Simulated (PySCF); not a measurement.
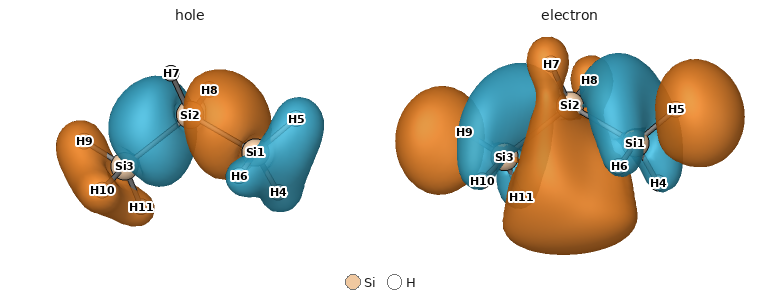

*H$_{8}$Si$_{3}$, SMILES `[SiH3][SiH2][SiH3]`. Leading natural transition orbital pair of S₁ (TDA singlet states); the surfaces enclose about 85 % of each orbital's density.*

PySCF calculation, PBE0/def2-SVPD, gas phase; geometry: GFN2-xTB. No frequency check shows the geometry to be a minimum.

Cartesian coordinates (Å):

```
Si1     -1.9641   -0.3912    0.0010
Si2     -0.0000    0.8332    0.0000
Si3      1.9641   -0.3911   -0.0010
H4      -2.0535   -1.2650    1.1744
H5      -3.1833    0.4207   -0.0097
H6      -2.0547   -1.2650   -1.1723
H7      -0.0005    1.7529   -1.1517
H8       0.0005    1.7528    1.1517
H9       3.1833    0.4207    0.0098
H10      2.0535   -1.2650   -1.1744
H11      2.0547   -1.2650    1.1723
```

What kind of excitation is it, and where does it lie?

Answer. 7.05 eV (176 nm), f = 0.270 (bright), σ → σ*; the leading pair carries 85 %; hole on Si2 (34 %) and Si1 and Si3 (22 % each), electron on Si1 and Si3 (24 % each), Si2 (22 %) and H5 and H9 (8 % each); their centroids lie 0.3 Å apart; S₂ lies within 0.1 eV of it. In canonical orbitals it is mainly HOMO → LUMO (82 %). The HOMO–LUMO gap is 7.95 eV.
